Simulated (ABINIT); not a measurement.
**Quasiparticle gap of BaH2 (P6_3/mmc) in ABINIT**

Wanted: ground state, empty states, screening and self-energy for BaH2 (P6_3/mmc).

Main program and level: ABINIT 10.8.3; PBEsol and many-body steps on it, plane waves.

### 1. Starting point

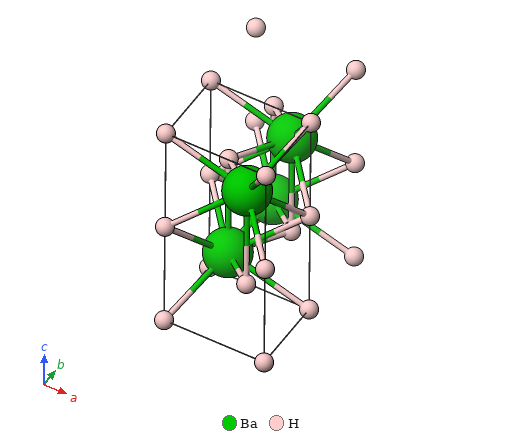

The cell as given, slightly off an axis (barium green, hydrogen pink). 1×2×1 cells are drawn. Bonds to atoms that aren't drawn are left out. Some periodic images of atoms are drawn too.

Structure file:

```cif
data_structure
_symmetry_space_group_name_H-M 'P6_3/mmc'
_symmetry_Int_Tables_number 194
_cell_length_a 4.4620
_cell_length_b 4.4620
_cell_length_c 6.0553
_cell_angle_alpha 90.000
_cell_angle_beta 90.000
_cell_angle_gamma 120.000
_cell_volume 104.41
loop_
_atom_site_label
_atom_site_type_symbol
_atom_site_symmetry_multiplicity
_atom_site_Wyckoff_symbol
_atom_site_fract_x
_atom_site_fract_y
_atom_site_fract_z
_atom_site_occupancy
Ba1 Ba 2 c 0.66667 0.33333 0.75000 1
H1 H 2 d 0.33333 0.66667 0.75000 1
H2 H 2 a 0.00000 0.00000 0.50000 1
```

The cell and positions are those that the Materials Project relaxed with its own functionals (PBE, PBE+U or r2SCAN), kept fixed. Spin-orbit coupling is left out unless a step names it.

### 2. Ground state

This step: ABINIT 10.8.3; DFT, PBEsol, plane waves, norm-conserving pseudopotentials.

The ground-state density comes first.

Input file run.abi:

```
acell 3*1.0 Angstrom
rprim 
  4.462025052349 0.000000000014 0.000000000000
  -2.231012526186 3.864227047650 0.000000000000
  0.000000000000 0.000000000000 6.055292590000
ntypat 2
znucl 56 1
natom 6
typat 1 1 2 2 2 2
xred 
  0.666666666667 0.333333333333 0.750000000000
  0.333333333333 0.666666666667 0.250000000000
  0.333333333333 0.666666666667 0.750000000000
  0.666666666667 0.333333333333 0.250000000000
  0.000000000000 0.000000000000 0.500000000000
  0.000000000000 0.000000000000 0.000000000000
pp_dirpath "pseudos"
pseudos "Ba.upf, H.upf"
ecut 32
ngkpt 6 6 4
nshiftk 1
shiftk 0 0 0
kptopt 1
chksymbreak 0
nband 19
occopt 1
tolvrs 1e-10
nstep 60
prtwf 0
optforces 0
optstress 0
indata_prefix "in"
outdata_prefix "out"
tmpdata_prefix "tmp"
```

Launch:

```console
OMP_NUM_THREADS=1 mpirun -n 4 abinit run.abi > log
```

Numbers of over 12 decimals in the logs are rounded to 6 here.

Output:

```text
.Version 10.8.3 of ABINIT. v10.8.2 released Aug 2026.

 Symmetries : space group P6_3/m m c (#194); Bravais hP (primitive hexag.)
================================================================================
 Values of the parameters that define the memory need of the present run
     intxc =       0    ionmov =       0      iscf =       7    lmnmax =       6
     lnmax =       6     mgfft =      60  mpssoang =       3    mqgrid =    3001
     natom =       6  nloc_mem =       1    nspden =       1   nspinor =       1
    nsppol =       1      nsym =      24    n1xccc =    2501    ntypat =       2
    occopt =       1   xclevel =       2
-    mband =          19        mffmem =           1         mkmem =           6
       mpw =        6123          nfft =      121500          nkpt =          21
================================================================================
  Rough estimation (10% accuracy) of disk space for files :
================================================================================

--------------------------------------------------------------------------------
------------- Echo of variables that govern the present computation ------------
--------------------------------------------------------------------------------
 -outvars: echo values of preprocessed input variables --------
            acell      1.8897261259E+00  1.8897261259E+00  1.8897261259E+00 Bohr

      chksymbreak           0
             ecut      3.20000000E+01 Hartree
-          fftalg         312

              ixc     -116133
              kpt      0.00000000E+00  0.00000000E+00  0.00000000E+00
                       1.66666667E-01  0.00000000E+00  0.00000000E+00
                       3.33333333E-01  0.00000000E+00  0.00000000E+00
                       5.00000000E-01  0.00000000E+00  0.00000000E+00
                       1.66666667E-01  1.66666667E-01  0.00000000E+00
                       3.33333333E-01  1.66666667E-01  0.00000000E+00
                       3.33333333E-01  3.33333333E-01  0.00000000E+00
                       0.00000000E+00  0.00000000E+00  2.50000000E-01
                       1.66666667E-01  0.00000000E+00  2.50000000E-01
   [... 10 further rows ...]
                       3.33333333E-01  1.66666667E-01  5.00000000E-01
                       3.33333333E-01  3.33333333E-01  5.00000000E-01
         kptrlatt        6    0    0      0    6    0      0    0    4
          kptrlen      4.57713784E+01
P           mkmem           6
            natom           6
            nband          19
            ngfft          45      45      60
             nkpt          21
            nstep          60
             nsym          24
           ntypat           2
              occ      2.000000  2.000000  2.000000  2.000000  2.000000  2.000000
                       2.000000  2.000000  2.000000  2.000000  2.000000  2.000000
                       0.000000  0.000000  0.000000  0.000000  0.000000  0.000000
                       0.000000
        optforces           0
        optstress           0
            prtwf           0
            rprim      4.4620250523E+00  1.4000000000E-11  0.0000000000E+00
[...]
spgroup         194

           tolvrs      1.00000000E-10

             xred      6.6666666667E-01  3.3333333333E-01  7.5000000000E-01
[...]
znucl       56.00000    1.00000

================================================================================

 chkinp: Checking input parameters for consistency.

================================================================================
== DATASET  1 ==================================================================
-   mpi_nproc: 4, omp_nthreads: 1 (-1 if OMP is not activated)

--- !DatasetInfo
iteration_state: {dtset: 1, }
dimensions: {natom: 6, nkpt: 21, mband: 19, nsppol: 1, nspinor: 1, nspden: 1, mpw: 6123, }
cutoff_energies: {ecut:  32.0, pawecutdg:  -1.0, }
electrons: {nelect:   2.40000000E+01, charge:   0.00000000E+00, occopt:   1.00000000E+00, tsmear:   1.00000000E-02, }

 Real(R)+Recip(G) space primitive vectors, cartesian coordinates (Bohr,Bohr^-1):
 R(1)=  8.4320053  0.0000000  0.0000000  G(1)=  0.1185958  0.0684713  0.0000000
 R(2)= -4.2160027  7.3023308  0.0000000  G(2)=  0.0000000  0.1369426  0.0000000
 R(3)=  0.0000000  0.0000000 11.4428446  G(3)=  0.0000000  0.0000000  0.0873909
 Unit cell volume ucvol=  7.0457361E+02 bohr^3
 Angles (23,13,12)=  9.00000000E+01  9.00000000E+01  1.20000000E+02 degrees

 getcut: wavevector=  0.0000  0.0000  0.0000  ngfft=  45  45  60
         ecut(hartree)=     32.000   => boxcut(ratio)=   2.04919

--- Pseudopotential description ------------------------------------------------
- Ba Generated using ONCVPSP code by D. R. Hamann
- 56.00000  10.00000  180301                  znucl, zion, pspdat
12 -116133 2 -1 1936                          pspcod,pspxc,lmax,lloc,mmax
     nproj     2     2     2
  pspatm : epsatm=   26.37418133
         --- l  ekb(1:nproj) -->
[...]
pspatm: atomic psp has been read  and splines computed

- H Generated using ONCVPSP code by D. R. Hamann
-  1.00000   1.00000  180301                  znucl, zion, pspdat
12 -116133 1 -1 1180                          pspcod,pspxc,lmax,lloc,mmax
     nproj     2     1     0
  pspatm : epsatm=    0.35585368
         --- l  ekb(1:nproj) -->
[...]
1   -0.494138
 pspatm: atomic psp has been read  and splines computed

   1.30012266E+03                                ecore*ucvol(ha*bohr**3)
--------------------------------------------------------------------------------

_setup2: Arith. and geom. avg. npw (full set) are    6093.771    6093.766

================================================================================

--- !BeginCycle
iteration_state: {dtset: 1, }
solver: {iscf: 7, nstep: 60, nline: 4, wfoptalg: 0, }
tolerances: {tolvrs: 1.00E-10, }

     iter   Etot(hartree)      deltaE(h)  residm     vres2
 ETOT  1  -58.544136812078    -5.854E+01 3.436E-02 2.163E+02
 ETOT  2  -58.596778237353    -5.264E-02 2.126E-03 1.561E+00
 ETOT  3  -58.597175463096    -3.972E-04 3.370E-04 2.030E-01
 ETOT  4  -58.597191250721    -1.579E-05 3.285E-04 4.510E-03
 ETOT  5  -58.597191522449    -2.717E-07 7.758E-05 2.965E-04
 ETOT  6  -58.597191544653    -2.220E-08 4.386E-05 5.513E-06
 ETOT  7  -58.597191545034    -3.807E-10 5.614E-05 6.062E-08
 ETOT  8  -58.597191545037    -3.020E-12 2.740E-05 4.777E-10
 ETOT  9  -58.597191545038    -9.237E-13 3.394E-05 9.259E-12

 At SCF step    9       vres2   =  9.26E-12 < tolvrs=  1.00E-10 =>converged.

--- !ResultsGS
iteration_state: {dtset: 1, }
comment   : Summary of ground state results
lattice_vectors:
- [  8.4320053,   0.0000000,   0.0000000, ]
- [ -4.2160027,   7.3023308,   0.0000000, ]
- [  0.0000000,   0.0000000,  11.4428446, ]
lattice_lengths: [   8.43201,    8.43201,   11.44284, ]
lattice_angles: [ 90.000,  90.000, 120.000, ] # degrees, (23, 13, 12)
lattice_volume:   7.0457361E+02
convergence: {deltae: -9.237E-13, res2:  9.259E-12, residm:  3.394E-05, diffor:  0.000E+00, }
etotal    :  -5.85971915E+01
entropy   :   0.00000000E+00
fermie    :   1.51815635E-01
cartesian_stress_tensor: null
pressure_GPa: null
xred      :
- [  6.6667E-01,   3.3333E-01,   7.5000E-01, Ba]
- [  3.3333E-01,   6.6667E-01,   2.5000E-01, Ba]
- [  3.3333E-01,   6.6667E-01,   7.5000E-01,  H]
- [  6.6667E-01,   3.3333E-01,   2.5000E-01,  H]
- [  9.2519E-17,   9.2519E-17,   5.0000E-01,  H]
- [  9.2519E-17,   9.2519E-17,   2.7756E-17,  H]
cartesian_forces: null
force_length_stats: {min: null, max: null, mean: null, }

 Integrated electronic density in atomic spheres:
 ------------------------------------------------
 Atom  Sphere_radius  Integrated_density
[...]
================================================================================

 ----iterations are completed or convergence reached----

 Mean square residual over all n,k,spin=   15.499E-08; max=  33.937E-06
 reduced coordinates (array xred) for    6 atoms
[...]
0.333333333333      0.666666666667      0.750000000000
       0.666666666667      0.333333333333      0.250000000000
       0.000000000000      0.000000000000      0.500000000000
       0.000000000000      0.000000000000      0.000000000000
 rms dE/dt=  0.0000E+00; max dE/dt=  0.0000E+00; dE/dt below (all hartree)
    1       0.000000000000      0.000000000000      0.000000000000
    2       0.000000000000      0.000000000000      0.000000000000
    3       0.000000000000      0.000000000000      0.000000000000
    4       0.000000000000      0.000000000000      0.000000000000
    5       0.000000000000      0.000000000000      0.000000000000
    6       0.000000000000      0.000000000000      0.000000000000

 cartesian coordinates (angstrom) at end:
    1      2.231013     1.288076     4.541469
    2     -7.67e-12     2.576151     1.513823
    3     -7.67e-12     2.576151     4.541469
    4      2.231013     1.288076     1.513823
    5      0.000000     0.000000     3.027646
    6      0.000000     0.000000     0.000000
 length scales=  1.889726125908  1.889726125908  1.889726125908 bohr
              =  1.000000000000  1.000000000000  1.000000000000 angstroms
 prteigrs : about to open file out_EIG
 Fermi (or HOMO) energy (hartree) =   0.15182   Average Vxc (hartree)=  -0.33174
 Eigenvalues (hartree) for nkpt=  21  k points:
 kpt#   1, nband= 19, wtk=  0.00694, kpt=  0.0000  0.0000  0.0000 (reduced coord)
  -0.84430   -0.83787   -0.32333   -0.29297   -0.29297   -0.28383   -0.28383   -0.28230
  -0.00795    0.04287    0.13315    0.15182    0.25198    0.25198    0.28885    0.28885
   0.28991    0.28991    0.31860
 prteigrs : prtvol=0 or 1, do not print more k-points.

--- !EnergyTerms
iteration_state     : {dtset: 1, }
comment             : Components of total free energy in Hartree
kinetic             :  1.50880991068446E+01
hartree             :  6.42460586603413E+00
xc                  : -1.46237885651977E+01
Ewald energy        : -4.52642621004392E+01
psp_core            :  1.84526163042131E+00
local_psp           : -2.86509529720478E+01
non_local_psp       :  6.58384548934714E+00
total_energy        : -5.85971915450375E+01
total_energy_eV     : -1.59451081206175E+03
band_energy         : -6.30054859325459E+00

== END DATASET(S) ==============================================================
================================================================================

 -outvars: echo values of variables after computation  --------
           etotal     -5.8597191545E+01
            nband          19
             nkpt          21
          spgroup         194
 [... the other variables as echoed above ...]

 Calculation completed.
```

The job ended after 20 s (4 MPI ranks of Intel Xeon Platinum 8488C (Sapphire Rapids), shared host; peak memory 0.41 GiB; 80 s of CPU time).

This step gave:

```yaml
total_energy: -1594.5108 eV
gap: 1.473 eV
k_of_the_valence_top: 0, 0, 0
k_of_the_conduction_bottom: 0.3333, 0.3333, 0.5
least_direct_gap: 2.542 eV
```

The gap is indirect, with the least direct gap 1.07 eV higher.

(Continued in part 2 of 3.)

[Paths, hosts, dates, memory and timing lines, banners, echoed tables and standing remarks are left out of the program output.]

[Logs are printed without paths, hosts, clocks, repeated set-up lines and the standing remarks that a program may print on its own settings, such as how far it seeks lower states.]

[Runs of the session that timed out or met a known fault of the program may be left out.]

[Hosts, paths, dates, database ids (printed as entryN), source tags and the programs' standing remarks are cut or masked in the printed files.]

[G0W0 gaps are taken among the corrected bands and points alone; a level outside them can change the order at an edge.]

[Where Ansatz stands beside ABINIT at settings called matched, ABINIT's density can come from a denser mesh and the files from another edition; pairs whose starting gaps differed by over 0.03 eV were left out, so agreement reads better than it is.]
